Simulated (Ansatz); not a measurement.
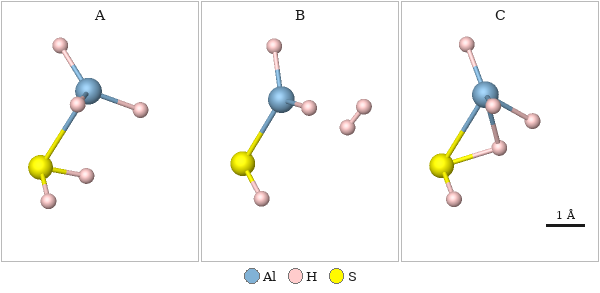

3 geometries from a converged minimum-energy path of AlH$_{5}$S, shuffled. The picture is a ball-and-stick view, seen from a free direction.

All numbers below come from Ansatz, RKS B3LYP/def2-SVP. Settings: 7 movable images; climbing image; force threshold 0.05 eV/Å; iteration limit 60; starting path through a guess of the saddle point.

Q: Which frame is the top of the path?

A: C. In order along the path, whose images run from 0 to 8: A (image 2, +1.5 kcal/mol), C (image 4, +12.8 kcal/mol), B (image 7, −9.7 kcal/mol). Breaking: Al–H (1.60 → 2.62 Å), H–S (1.36 → 3.37 Å). Forming: H–H (3.25 → 0.76 Å).

Cost: 2.2 min on 1 thread of Arm Neoverse V1, with other jobs on the host, peak memory 0.11 GiB.
